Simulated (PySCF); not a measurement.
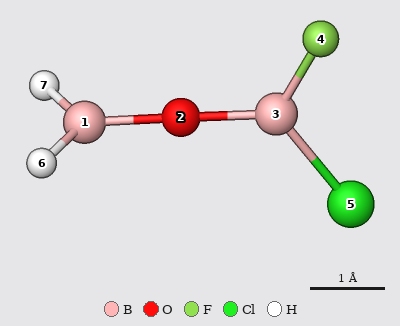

B2H2OClF, before the relaxation. A ball-and-stick model, seen at a tilt.

The start comes from GFN2-xTB.

Method: PySCF 2.14.0, density-fitted response routines, PBE0-D3(BJ)/def2-SVP geometry optimisation, gas phase.

```xyz
7

B     1.3674   -0.0340   -0.1226
O     0.0656    0.0454    0.0178
B    -1.2228    0.1061    0.1456
F    -1.7789    1.1332    0.7933
Cl   -2.2845   -1.1099   -0.4959
H     1.8646    0.4545   -1.0682
H     1.9919   -0.5904    0.7029
```

Predict the outcome.

Answer. Over 8 geometry steps the energy falls by 8.50 kJ/mol. The largest force component goes from 1.7 to 0.012 eV/Å. H7 moves most after the best rigid fit: 0.047 Å. By element the largest moves are H 0.047 Å, B 0.041 Å, Cl 0.026 Å, F 0.025 Å, O 0.013 Å. Among the contacts that change: B1–H6 1.175 → 1.208 Å, B1–H7 1.175 → 1.208 Å, O2–B3 1.296 → 1.328 Å, B1–O2 1.312 → 1.341 Å.

Final geometry:

```xyz
7

B     1.3896   -0.0368   -0.1250
O     0.0606    0.0535    0.0268
B    -1.2588    0.1207    0.1578
F    -1.8028    1.1354    0.8000
Cl   -2.3042   -1.1215   -0.5090
H     1.8907    0.4605   -1.1055
H     2.0283   -0.6068    0.7279
```
